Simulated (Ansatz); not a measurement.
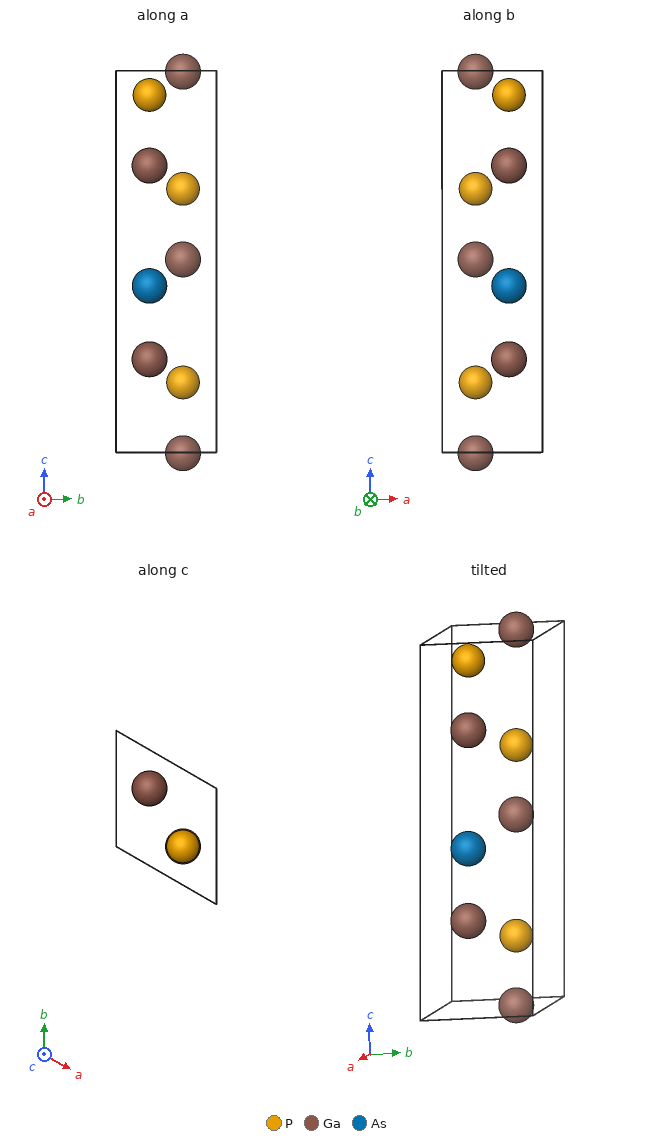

View along the a axis, along the b axis, along the c axis and slightly off an axis, drawn as a spheres-only model. The lines enclose the unit cell; boundary atoms appear with their images.

Lattice parameters: a = 3.925 Å, b = 3.925 Å, c = 12.913 Å, α = 90.01°, β = 89.98°, γ = 120.01°. Put a along x and b in the xy plane.

Put the structure into a POSCAR file, with free fractional coordinates to two decimals.

Answer.
```
P Ga As
1.0
     3.925    0.000    0.000
    -1.963    3.399    0.000
     0.005    0.000   12.913
P Ga As
3 4 1
Direct
  0.67 0.33 0.94
  0.33 0.67 0.18
  0.33 0.67 0.69
  0.33 0.67 0.51
  0.33 0.67 0.00
  0.67 0.33 0.24
  0.67 0.33 0.75
  0.67 0.33 0.44
```

The cell started as a structure type filled with these elements by a generator (whether the compound takes this form wasn't checked). It is drawn as it came out of a relaxation with DFT PBE, scalar-relativistic, plane waves, PAW in Ansatz 0.2.0.
